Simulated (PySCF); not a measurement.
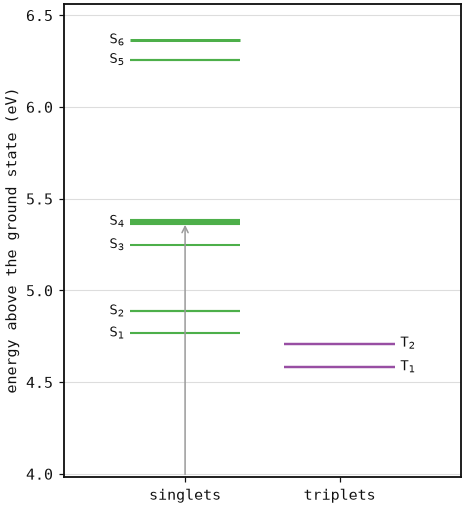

State diagram of C₃H₇AlFN, SMILES FCCC#[N+][AlH3-], singlet. Vertical TDDFT excitations, PBE0/def2-SVPD with PySCF 2.14.0, at a GFN2-xTB geometry (no frequency check), gas phase. Triplets in the Tamm-Dancoff approximation; only the lowest 6 singlets and 2 triplets were computed. Thicker singlet lines are brighter; the arrow marks the brightest. S0, at zero, lies below the range drawn.

Question: What character does the calculation give T1?

Answer: Mainly HOMO → LUMO (85 %).

Question: What is the vertical gap between S1 and T1?

Answer: 0.19 eV: S1 at 4.77 eV, T1 at 4.58 eV.

Question: What are the energy, strength and character of the state that the arrow marks?

Answer: S4 at 5.37 eV (231 nm), f = 0.080, mainly HOMO → LUMO+1 (63 %).

Note: the tight-binding geometry is rougher than a DFT one and adds to the error; one conformer of a flexible molecule; core orbitals are frozen in the response.
